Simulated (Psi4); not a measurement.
**SiF3 (trifluorosilyl) at 5 levels**

Wanted: a comparison of 5 runs (UHF/STO-3G, UHF/3-21G, UB3LYP/6-31G*, UDSD-PBEP86/aug-cc-pVDZ, UHSE06/aug-cc-pVDZ) of SiF3 (trifluorosilyl). 

The calculation is run with Psi4 1.11.

5 further runs of the same task are left out: 5 that didn't finish.

## Step 1: The molecule

SiF3 has 4 atoms, charge 0, and is taken as a doublet. As SMILES, `F[Si](F)F`. One bond was lengthened or shortened from a relaxed shape.

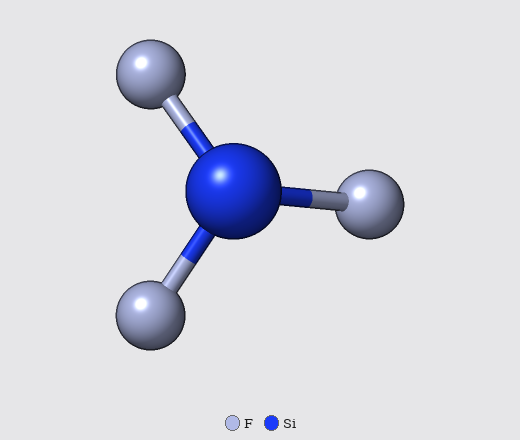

The structure, seen from a chosen angle (fluorine light blue, silicon blue).

## Step 2: Energy and gradient at UHF/STO-3G (run 1)

The input, input.json:

```json
{
 "schema_name": "qcschema_input",
 "schema_version": 1,
 "molecule": {
  "schema_name": "qcschema_molecule",
  "schema_version": 2,
  "symbols": ["F", "Si", "F", "F"],
  "geometry": [1.78577229, -1.1622855, 2.43644846, -0.53432006, 0.40262505, 0.44272504, -1.8788791, -1.68610813, -1.21762613, 0.93004761, 2.24164982, -1.40149648],
  "molecular_charge": 0,
  "molecular_multiplicity": 2,
  "fix_symmetry": "c1"
 },
 "driver": "gradient",
 "model": {
  "method": "hf",
  "basis": "STO-3G"
 },
 "keywords": {
  "reference": "uhf",
  "puream": true,
  "e_convergence": 1e-09,
  "d_convergence": 1e-08,
  "scf_type": "pk",
  "maxiter": 100,
  "scf_properties": ["WIBERG_LOWDIN_INDICES", "MAYER_INDICES", "DIPOLE"]
 }
}
```

On the command line:

```sh
psi4 --qcschema input.json -n 1 --memory 2200MB
```

stdout:

```text
[...]
  Running in c1 symmetry.
[...]
  Nuclear repulsion =  168.918896827710569
[...]
  Multiplicity = 2
[...]
  Nalpha       = 21
  Nbeta        = 20
[...]
    Number of basis functions: 24
[...]
   @UHF iter   1:  -579.54961312606270   -1.70562e+00   1.51242e-02 ADIIS/DIIS
[...]
   @UHF iter  16:  -579.70421372507485   -4.54747e-13   5.05076e-09 DIIS
[...]
   @S^2 Observed:                7.808985798E-01
[...]
  @UHF Final Energy:  -579.70421372507485
   => Energetics <=
    Nuclear Repulsion Energy =            168.9188968277105687
    One-Electron Energy =               -1152.3826244472336384
    Two-Electron Energy =                 403.7595138944481619
    Total Energy =                       -579.7042137250748510
  UHF NO Occupations:
  HONO-2 :   19  A 1.9987598
  HONO-1 :   20  A 1.9865988
[...]
  -Total Gradient:
     Atom            X                  Y                   Z
    ------   -----------------  -----------------  -----------------
       1        0.057541027591    -0.038377918327     0.058356756290
       2       -0.044539805566     0.027416091096    -0.093576473227
       3        0.001215957274     0.016285205124     0.017104783027
       4       -0.014217179298    -0.005323377894     0.018114933910
[...]
```

The result, in JSON:

```text
{
 "driver": "gradient",
 "model": {
  "method": "hf",
  "basis": "STO-3G"
 },
 "success": true,
 "return_result": [0.05754102759148061, -0.03837791832738875, 0.05835675628992612, -0.044539805566461504, 0.027416091095813902, -0.0935764732272258, 0.001215957273511259, 0.016285205124387275, 0.01710478302700505, -0.014217179298373697, -0.005323377893579673, 0.018114933909609582],
 "properties": {
  "calcinfo_nbasis": 24,
  "calcinfo_nmo": 24,
  "calcinfo_nalpha": 21,
  "calcinfo_nbeta": 20,
  "calcinfo_natom": 4,
  "nuclear_repulsion_energy": 168.91889682771057,
  "return_energy": -579.7042137250749,
  "return_gradient": [0.05754102759148061, -0.03837791832738875, 0.05835675628992612, -0.044539805566461504, 0.027416091095813902, -0.0935764732272258, 0.001215957273511259, 0.016285205124387275, 0.01710478302700505, -0.014217179298373697, -0.005323377893579673, 0.018114933909609582],
  "scf_one_electron_energy": -1152.3826244472336,
  "scf_two_electron_energy": 403.75951389444816,
  "scf_dipole_moment": [-0.48570271194109504, 0.3561339760901321, 0.19494239282431636],
  "scf_total_energy": -579.7042137250749,
  "scf_total_gradient": [0.05754102759148061, -0.03837791832738875, 0.05835675628992612, -0.044539805566461504, 0.027416091095813902, -0.0935764732272258, 0.001215957273511259, 0.016285205124387275, 0.01710478302700505, -0.014217179298373697, -0.005323377893579673, 0.018114933909609582],
  "scf_iterations": 16
 }
}
```

Run time: 5.1 s. Hardware: 1 thread of Intel Xeon at 2.50GHz (Skylake/Cascade Lake), shared host; peak memory 0.18 GiB.

## Step 3: A single-point energy at UHF/3-21G (run 2)

The input, calc.py:

```python
import psi4

psi4.set_memory(2200000000)
psi4.set_num_threads(1)
psi4.set_output_file('psi4.out', False)

molecule = psi4.geometry("""
0 2
F      0.944990    -0.615055     1.289313
Si    -0.282750     0.213060     0.234280
F     -0.994260    -0.892250    -0.644340
F      0.492160     1.186230    -0.741640
units angstrom
symmetry c1
""")

options = {'basis': '3-21G', 'reference': 'uhf', 'puream': True, 'e_convergence': 1e-09, 'd_convergence': 1e-08, 'scf_type': 'pk', 'maxiter': 100}
psi4.set_options(options)

E = psi4.energy("hf")
print('E =', round(E, 9))
for k, v in sorted(psi4.core.scalar_variables().items()):
    print(f'{k:45s} {v:18.10f}')
```

On the command line:

```sh
python calc.py
```

psi4.out:

```text
[...]
  Running in c1 symmetry.
[...]
  Nuclear repulsion =  168.918896705818327
[...]
  Multiplicity = 2
[...]
  Nalpha       = 21
  Nbeta        = 20
[...]
    Number of basis functions: 40
[...]
   @UHF iter   1:  -584.12142378135775   -1.10162e+00   1.20168e-02 DIIS/ADIIS
[...]
   @UHF iter  13:  -584.21729837663247   -2.72848e-12   9.97111e-09 DIIS
[...]
   @S^2 Observed:                7.556322840E-01
[...]
  @UHF Final Energy:  -584.21729837663247
   => Energetics <=
    Nuclear Repulsion Energy =            168.9188967058183266
    One-Electron Energy =               -1151.7072500280978602
    Two-Electron Energy =                 398.5710549456471767
    Total Energy =                       -584.2172983766324705
  UHF NO Occupations:
  HONO-2 :   19  A 1.9995277
  HONO-1 :   20  A 1.9980484
[...]
 Multipole Moments:
 ------------------------------------------------------------------------------------
     Multipole            Electronic (a.u.)      Nuclear  (a.u.)        Total (a.u.)
 ------------------------------------------------------------------------------------
 L = 1.  Multiply by 2.5417464519 to convert [e a0] to [Debye]
 Dipole X            :         -0.4227786           -0.4073187           -0.8300973
 Dipole Y            :          0.3045066            0.3029337            0.6074403
 Dipole Z            :          0.0528771            0.2522222            0.3050993
 Magnitude           :                                                    1.0729077
[...]
```

Standard output:

```text
E = -584.217298377
CURRENT ENERGY                                   -584.2172983766
CURRENT REFERENCE ENERGY                         -584.2172983766
DD SOLVATION ENERGY                                 0.0000000000
HF KINETIC ENERGY                                 582.7006638237
HF POTENTIAL ENERGY                             -1166.9179622003
HF TOTAL ENERGY                                  -584.2172983766
HF VIRIAL RATIO                                     2.0026027678
NUCLEAR REPULSION ENERGY                          168.9188967058
ONE-ELECTRON ENERGY                             -1151.7072500281
PCM POLARIZATION ENERGY                             0.0000000000
PE ENERGY                                           0.0000000000
SCF ITERATION ENERGY                             -584.2172983766
SCF ITERATIONS                                     13.0000000000
SCF TOTAL ENERGY                                 -584.2172983766
TWO-ELECTRON ENERGY                               398.5710549456
```

Run time: 5.1 s. Hardware: 1 thread of Intel Xeon at 2.50GHz (Skylake/Cascade Lake), shared host; peak memory 0.18 GiB.

Runs 3 to 4 aren't shown in full; the table further down has their settings and results.

## Step 4: A single-point energy at UHSE06/aug-cc-pVDZ (run 5)

The input, calc.in:

```
memory 2200 mb

molecule geom {
  0 2
  F      1.78577229    -1.16228550     2.43644846
  Si    -0.53432006     0.40262505     0.44272504
  F     -1.87887910    -1.68610813    -1.21762613
  F      0.93004761     2.24164982    -1.40149648
  units au
  symmetry c1
  no_reorient
  no_com
}

set globals {
  reference            uks
  puream               true
  e_convergence        1e-09
  d_convergence        1e-08
  scf_type             pk
  dft_radial_points    99
  dft_spherical_points 590
  maxiter              100
}

energy_value, wavefunction = energy('hse06/aug-cc-pVDZ', return_wfn=True)
oeprop(wavefunction, 'MAYER_INDICES', 'WIBERG_LOWDIN_INDICES', 'QUADRUPOLE', title='HSE06')
```

On the command line:

```sh
psi4 calc.in calc.out -n 1
```

calc.out:

```text
[...]
  Running in c1 symmetry.
[...]
  Nuclear repulsion =  168.918896827710569
[...]
  Multiplicity = 2
[...]
  Nalpha       = 21
  Nbeta        = 20
[...]
    Number of basis functions: 96
[...]
   @UKS iter   1:  -588.66150180668239   -4.81894e-01   6.69693e-03 ADIIS/DIIS
[...]
   @UKS iter  12:  -588.80186033591849   -6.70752e-12   9.77443e-09 DIIS
[...]
   @S^2 Observed:                7.516917931E-01
[...]
  @UKS Final Energy:  -588.80186033591849
   => Energetics <=
    Nuclear Repulsion Energy =            168.9188968277105687
    One-Electron Energy =               -1154.7088602715318757
    Two-Electron Energy =                 436.9559941212082208
    DFT Exchange-Correlation Energy =     -39.9678910133053193
    Empirical Dispersion Energy =           0.0000000000000000
    VV10 Nonlocal Energy =                  0.0000000000000000
    Total Energy =                       -588.8018603359183771
[...]
 Multipole Moments:
 ------------------------------------------------------------------------------------
     Multipole            Electronic (a.u.)      Nuclear  (a.u.)        Total (a.u.)
 ------------------------------------------------------------------------------------
 L = 1.  Multiply by 2.5417464519 to convert [e a0] to [Debye]
 Dipole X            :         -0.6750894            0.0519864           -0.6231031
 Dipole Y            :          0.2685631            0.1760564            0.4446195
 Dipole Z            :         -4.5667119            4.5540832           -0.0126287
 Magnitude           :                                                    0.7655739
 L = 2.  Multiply by 1.3450342976 to convert [e a0^2] to [Debye ang]
 Quadrupole XX       :        -92.9253307           72.2543921          -20.6709386
 Quadrupole XY       :        -26.1047618           25.5834853           -0.5212765
[...]
```

Run time: 74 s. Hardware: 1 thread of Intel Xeon at 2.50GHz (Skylake/Cascade Lake), shared host; peak memory 1.1 GiB.

## Step 5: All runs side by side

| run | level | task | integration grid | energy (Eh) | dipole moment (D) | HOMO energy (eV) | LUMO energy (eV) | wall time |
| --- | --- | --- | --- | --- | --- | --- | --- | --- |
| 1 | UHF/STO-3G | gradient | – | -579.704214 | 1.61 | -7.18 | 5.06 | 5.1 s |
| 2 | UHF/3-21G | energy | – | -584.217298 | 2.73 | -11.62 | -0.32 | 5.1 s |
| 3 | UB3LYP/6-31G* (spherical functions) | gradient | 99 radial × 590 angular | -589.109373 | 1.78 | -7.68 | -4.22 | 29 s |
| 4 | UDSD-PBEP86/aug-cc-pVDZ (density fitting for correlation) | energy | 99 radial × 590 angular | -588.441516 | – | -10.91 | -1.95 | 38 s |
| 5 | UHSE06/aug-cc-pVDZ | energy | 99 radial × 590 angular | -588.801860 | 1.95 | -8.12 | -4.60 | 74 s |

## Step 6: What came out

```
                                 quantity          value
                      run 5: total energy  -588.80186 Eh
                     run 5: dipole moment         1.95 D
run 5: HOMO energy (highest over α and β)       -8.12 eV
 run 5: LUMO energy (lowest over α and β)       -4.60 eV
                              run 5: ⟨S²⟩          0.752
```

Over runs 1, 2, 3, 5 the dipole moment (its size) runs from 1.61 D (UHF/STO-3G) to 2.73 D (UHF/3-21G). Totals of different functionals can't be ranked against each other. In run 1 the basis is minimal, so the values are rough. All runs together took 2.5 min, the longest 74 s.
